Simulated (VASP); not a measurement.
Here is the system:

```
Os
1.0
    1.37422    -2.38023     0.00000
    1.37422     2.38023     0.00000
    0.00000     0.00000     4.33241
Os
2
Cartesian
  1.37422   0.79341   1.08310
  1.37422  -0.79341   3.24931
```

Method: optB86b-vdW, VASP's PBE PAW potentials (set 64) (plane waves; VASP). Numerical set-up: 520 eV cut-off, 17×17×10 Γ-centred mesh, tetrahedra with Blöchl corrections, potentials Os.

Unless said otherwise, spin-orbit coupling is left out, though it shifts the bands of the heavy elements here.

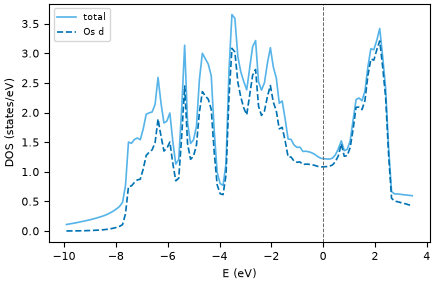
Figure: Total and projected density of states, zero at the Fermi level

Within 2 eV below the Fermi level the largest weight inside VASP's projection spheres is Os d.

It has no gap at this level: it comes out as a metal or semimetal.

The compound is Os in the hcp structure. It was relaxed first.
